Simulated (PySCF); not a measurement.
## C2H6Sn: geometry relaxation (part 1 of 2)

C2H6Sn, computed with PBE38/STO-3G, RKS, sfX2C (PySCF 2.14.0).

The geometry: force field. Figures and captions count atoms from 1; the log counts them from 0 in places.

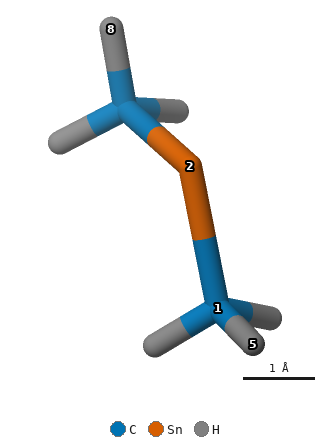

**Figure 1.** The input geometry (stick view, seen at an oblique angle; atoms are numbered from 1 in the order of the input). Sticks mark near contacts. Bond lengths as drawn: C–H 1.06 to 1.17 Å and C–Sn 2.08 to 2.13 Å.

The input (job.py):
```python
# [CH3][Sn][CH3]
from pyscf import gto, dft
from pyscf import df
from pyscf.geomopt.geometric_solver import kernel as optimise

molecule = gto.M(
    atom='''
C   -0.855400   1.088500  -0.963000
Sn   1.038000   0.313300  -0.600700
C    0.864200  -1.141600   0.949300
H   -1.518100   0.330800  -1.287400
H   -0.836000   1.883100  -1.800800
H   -1.287900   1.627000  -0.051400
H    0.231500  -1.949300   0.653900
H    1.938900  -1.554500   1.157200
H    0.513200  -0.643500   1.925800
''',
    basis='sto-3g',
    max_memory=1860,
    verbose=3,
)

mf = dft.RKS(molecule, xc='pbe38')
mf = mf.x2c()
mf = mf.density_fit(auxbasis=df.aug_etb(molecule, beta=2.0))
converged, mol_eq = optimise(mf, maxsteps=100)
print('converged:', converged)
print(mol_eq.tostring())

mf.reset(mol_eq)
molecule = mol_eq
mf.kernel()
e_final = mf.e_tot
print('E = %.10f Eh' % e_final)
```

Launched with:
```bash
OMP_NUM_THREADS=1 python job.py
```

What the program printed:
```
#|     Arguments passed to driver run_optimizer():      |#
customengine              <pyscf.geomopt.geometric_solver.PySCFEngine object>
maxiter                   100
----------------------------------------------------------
Custom engine selected.
Bonds will be generated from interatomic distances less than 1.20 times sum of covalent radii
27 internal coordinates being used (instead of 27 Cartesians)
Internal coordinate system (atoms numbered from 1):
Distance 1-2
Distance 1-4
Distance 1-5
Distance 1-6
Distance 2-3
Distance 3-7
Distance 3-8
Distance 3-9
Angle 2-1-4
Angle 2-1-5
Angle 2-1-6
Angle 4-1-5
Angle 4-1-6
Angle 5-1-6
Angle 1-2-3
Angle 2-3-7
Angle 2-3-8
Angle 2-3-9
Angle 7-3-8
Angle 7-3-9
Angle 8-3-9
Dihedral 4-1-2-3
Dihedral 5-1-2-3
Dihedral 6-1-2-3
Dihedral 1-2-3-7
Dihedral 1-2-3-8
Dihedral 1-2-3-9
Translation-X 1-9
Translation-Y 1-9
Translation-Z 1-9
Rotation-A 1-9
Rotation-B 1-9
Rotation-C 1-9
<class 'geometric.internal.Distance'> : 8
<class 'geometric.internal.Angle'> : 13
<class 'geometric.internal.Dihedral'> : 6
<class 'geometric.internal.TranslationX'> : 1
<class 'geometric.internal.TranslationY'> : 1
<class 'geometric.internal.TranslationZ'> : 1
<class 'geometric.internal.RotationA'> : 1
<class 'geometric.internal.RotationB'> : 1
<class 'geometric.internal.RotationC'> : 1
> ===== Optimization Info: ====
> Job type: Energy minimization
> Maximum number of optimization cycles: 100
> Initial / maximum trust radius (Angstrom): 0.100 / 0.300
> Convergence Criteria:
> Will converge when all 5 criteria are reached:
>  |Delta-E| < 1.00e-06
>  RMS-Grad  < 3.00e-04
>  Max-Grad  < 4.50e-04
>  RMS-Disp  < 1.20e-03
>  Max-Disp  < 1.80e-03
> === End Optimization Info ===

Geometry optimization cycle 1
Cartesian coordinates (Angstrom)
 Atom        New coordinates             dX        dY        dZ
   C  -0.855400   1.088500  -0.963000    0.000000  0.000000  0.000000
  Sn   1.038000   0.313300  -0.600700    0.000000  0.000000  0.000000
   C   0.864200  -1.141600   0.949300    0.000000  0.000000  0.000000
   H  -1.518100   0.330800  -1.287400    0.000000  0.000000  0.000000
   H  -0.836000   1.883100  -1.800800    0.000000  0.000000  0.000000
   H  -1.287900   1.627000  -0.051400    0.000000  0.000000  0.000000
   H   0.231500  -1.949300   0.653900    0.000000  0.000000  0.000000
   H   1.938900  -1.554500   1.157200    0.000000  0.000000 -0.000000
   H   0.513200  -0.643500   1.925800    0.000000  0.000000  0.000000

WARN: Mole.unit (angstrom) is changed to Bohr

converged SCF energy = -6148.2911150438
--------------- DFsfX2C1eRKS_Scanner gradients ---------------
         x                y                z
0 C    -0.0024040039    -0.0664705907    -0.0103843095
1 Sn    -0.0284409865    -0.0026124106     0.0074763158
2 C    -0.0467989735    -0.0329195337    -0.0362421232
3 H     0.0272127026     0.0198713585     0.0048120556
4 H    -0.0019908828     0.0322121475    -0.0327191700
5 H    -0.0081263396     0.0216898074     0.0290218853
6 H     0.0151772731     0.0184813648    -0.0041198881
7 H     0.0522045475    -0.0156691002     0.0087186085
8 H    -0.0068460608     0.0254386114     0.0334296307
----------------------------------------------
cycle 1: E = -6148.29111504  dE = -6148.29  norm(grad) = 0.141731
Step    0 : Gradient = 4.724e-02/6.773e-02 (rms/max) Energy = -6148.2911150438
Hessian Eigenvalues: 2.30000e-02 2.30000e-02 5.00000e-02 ... 2.92772e-01 3.75243e-01 3.88424e-01

Geometry optimization cycle 2
Cartesian coordinates (Angstrom)
 Atom        New coordinates             dX        dY        dZ
   C  -0.812713   1.053232  -0.921683    0.042687 -0.035268  0.041317
  Sn   1.136093   0.348610  -0.642429    0.098093  0.035310 -0.041729
   C   0.843086  -1.079170   0.907776   -0.021114  0.062430 -0.041524
   H  -1.492210   0.264182  -1.227560    0.025890 -0.066618  0.059840
   H  -0.845616   1.822447  -1.718758   -0.009616 -0.060653  0.082042
   H  -1.226055   1.544712  -0.019552    0.061845 -0.082288  0.031848
   H   0.177197  -1.885021   0.611521   -0.054303  0.064279 -0.042379
   H   1.833796  -1.519286   1.157752   -0.105104  0.035214  0.000552
   H   0.475032  -0.596264   1.835949   -0.038168  0.047236 -0.089851
converged SCF energy = -6148.30972020661
--------------- DFsfX2C1eRKS_Scanner gradients ---------------
         x                y                z
0 C     0.0030217035    -0.0200706359    -0.0012813158
1 Sn    -0.0125941011     0.0002684779     0.0021324978
2 C    -0.0179558258    -0.0132693213    -0.0078456036
3 H     0.0067664526     0.0038255374    -0.0019009066
4 H    -0.0009288966     0.0104489869    -0.0092908127
5 H    -0.0017769543     0.0092230307     0.0081034754
6 H     0.0049040375     0.0031366254    -0.0038992200
7 H     0.0176286216    -0.0031048837     0.0028459437
8 H     0.0009332054     0.0095785334     0.0110877828
----------------------------------------------
cycle 2: E = -6148.30972021  dE = -0.0186052  norm(grad) = 0.0463068
Step    1 : Displace = 9.842e-02/1.123e-01 (rms/max) Trust = 1.000e-01 (=) Grad = 1.544e-02/2.367e-02 (rms/max) E (change) = -6148.3097202066 (-1.861e-02) Quality = 0.949
Hessian Eigenvalues: 2.29999e-02 2.30003e-02 4.99999e-02 ... 3.30753e-01 3.78939e-01 4.21311e-01

Geometry optimization cycle 3
Cartesian coordinates (Angstrom)
 Atom        New coordinates             dX        dY        dZ
   C  -0.751751   0.996514  -0.869195    0.060963 -0.056718  0.052488
  Sn   1.260242   0.385078  -0.692933    0.124149  0.036468 -0.050504
   C   0.819941  -0.992931   0.840755   -0.023145  0.086239 -0.067021
   H  -1.413351   0.164493  -1.118244    0.078859 -0.099690  0.109316
   H  -0.884250   1.749484  -1.640011   -0.038633 -0.072963  0.078747
   H  -1.137964   1.413402   0.059625    0.088091 -0.131309  0.079177
   H   0.097434  -1.747951   0.528365   -0.079763  0.137070 -0.083155
   H   1.708094  -1.516385   1.170867   -0.125702  0.002902  0.013115
   H   0.389896  -0.502826   1.710833   -0.085137  0.093439 -0.125116
converged SCF energy = -6148.31440360026
--------------- DFsfX2C1eRKS_Scanner gradients ---------------
         x                y                z
0 C    -0.0016860253     0.0021574549     0.0016665701
1 Sn     0.0017560421     0.0000033610    -0.0001318935
2 C    -0.0002989954    -0.0014021177     0.0048886148
3 H    -0.0005916723     0.0015411745     0.0005300717
4 H     0.0022533530    -0.0029991270     0.0021384430
5 H    -0.0002031020    -0.0016232881    -0.0032091492
6 H     0.0010511731     0.0004335566     0.0014934122
7 H    -0.0038738887     0.0043769631    -0.0039204672
8 H     0.0015844048    -0.0025055181    -0.0034003042
----------------------------------------------
cycle 3: E = -6148.3144036  dE = -0.00468339  norm(grad) = 0.0121394
Step    2 : Displace = 1.466e-01/1.797e-01 (rms/max) Trust = 1.414e-01 (+) Grad = 4.046e-03/7.038e-03 (rms/max) E (change) = -6148.3144036003 (-4.683e-03) Quality = 0.981
Hessian Eigenvalues: 2.29982e-02 2.30019e-02 4.99999e-02 ... 3.71024e-01 3.80316e-01 4.46857e-01

Geometry optimization cycle 4
Cartesian coordinates (Angstrom)
 Atom        New coordinates             dX        dY        dZ
   C  -0.746401   0.993510  -0.869722    0.005349 -0.003004 -0.000527
  Sn   1.271617   0.390873  -0.703880    0.011375  0.005796 -0.010946
   C   0.823370  -0.986211   0.833518    0.003429  0.006720 -0.007238
   H  -1.398409   0.147713  -1.110577    0.014941 -0.016780  0.007667
   H  -0.908727   1.751670  -1.634494   -0.024477  0.002187  0.005517
   H  -1.119560   1.401081   0.071993    0.018404 -0.012321  0.012367
   H   0.089080  -1.729364   0.509396   -0.008355  0.018587 -0.018969
   H   1.696177  -1.533089   1.190771   -0.011918 -0.016704  0.019903
   H   0.382006  -0.485807   1.698035   -0.007890  0.017019 -0.012798
converged SCF energy = -6148.31474315262
--------------- DFsfX2C1eRKS_Scanner gradients ---------------
         x                y                z
0 C    -0.0000176231     0.0019058840     0.0008724576
1 Sn     0.0012006516     0.0003450780    -0.0004547676
2 C    -0.0004733913     0.0009796462     0.0008010838
3 H    -0.0012602614    -0.0008141724    -0.0001248447
4 H     0.0007652797    -0.0007009891     0.0005198813
5 H    -0.0001611443    -0.0004700905    -0.0010221418
6 H    -0.0005305855    -0.0007160953     0.0004861884
7 H     0.0002994471     0.0002802268    -0.0004444193
8 H     0.0001739323    -0.0008275224    -0.0005735108
----------------------------------------------
cycle 4: E = -6148.31474315  dE = -0.000339552  norm(grad) = 0.00391574
Step    3 : Displace = 2.205e-02/2.953e-02 (rms/max) Trust = 2.000e-01 (+) Grad = 1.305e-03/2.096e-03 (rms/max) E (change) = -6148.3147431526 (-3.396e-04) Quality = 1.212
Hessian Eigenvalues: 2.29899e-02 2.30001e-02 4.99736e-02 ... 3.78683e-01 4.01316e-01 4.20995e-01

Geometry optimization cycle 5
Cartesian coordinates (Angstrom)
 Atom        New coordinates             dX        dY        dZ
   C  -0.741235   0.988588  -0.867666    0.005166 -0.004922  0.002056
  Sn   1.276460   0.391679  -0.708945    0.004842  0.000805 -0.005065
   C   0.822453  -0.980500   0.827441   -0.000917  0.005710 -0.006077
   H  -1.385289   0.137371  -1.103927    0.013121 -0.010342  0.006650
   H  -0.920642   1.748551  -1.628784   -0.011915 -0.003120  0.005710
   H  -1.106375   1.390735   0.081411    0.013185 -0.010346  0.009419
   H   0.084158  -1.714940   0.494386   -0.004922  0.014424 -0.015010
   H   1.683712  -1.536441   1.196423   -0.012465 -0.003353  0.005652
   H   0.376462  -0.472362   1.686954   -0.005544  0.013445 -0.011081
converged SCF energy = -6148.31478429577
--------------- DFsfX2C1eRKS_Scanner gradients ---------------
         x                y                z
0 C     0.0002497513    -0.0002354210    -0.0000045227
1 Sn    -0.0002743262    -0.0001464714     0.0002763782
2 C     0.0007907061     0.0000555399    -0.0004069901
3 H    -0.0000388812    -0.0001566864    -0.0000735491
4 H     0.0000138605     0.0001741183    -0.0002136281
5 H    -0.0000400011     0.0001463891     0.0003129062
6 H    -0.0001299242    -0.0002024118    -0.0000285957
7 H    -0.0004917790     0.0002285229    -0.0000976945
8 H    -0.0000801863     0.0001191188     0.0002987611
----------------------------------------------
cycle 5: E = -6148.3147843  dE = -4.11431e-05  norm(grad) = 0.00133625
Step    4 : Displace = 1.504e-02/2.062e-02 (rms/max) Trust = 2.828e-01 (+) Grad = 4.454e-04/8.910e-04 (rms/max) E (change) = -6148.3147842958 (-4.114e-05) Quality = 0.950
Hessian Eigenvalues: 2.29465e-02 2.30014e-02 4.97096e-02 ... 3.78585e-01 3.99676e-01 4.14600e-01

Geometry optimization cycle 6
Cartesian coordinates (Angstrom)
 Atom        New coordinates             dX        dY        dZ
   C  -0.741411   0.989135  -0.868504   -0.000177  0.000547 -0.000838
  Sn   1.276896   0.391842  -0.710733    0.000436  0.000164 -0.001788
   C   0.822505  -0.980719   0.827190    0.000052 -0.000219 -0.000251
   H  -1.385556   0.138265  -1.104386   -0.000267  0.000893 -0.000458
   H  -0.921803   1.749124  -1.628713   -0.001161  0.000573  0.000071
   H  -1.106173   1.390485   0.080448    0.000202 -0.000250 -0.000964
   H   0.084380  -1.714670   0.493866    0.000222  0.000270 -0.000520
   H   1.684663  -1.536841   1.196459    0.000952 -0.000399  0.000036
   H   0.376287  -0.472312   1.685755   -0.000175  0.000050 -0.001200
converged SCF energy = -6148.31478571152
```
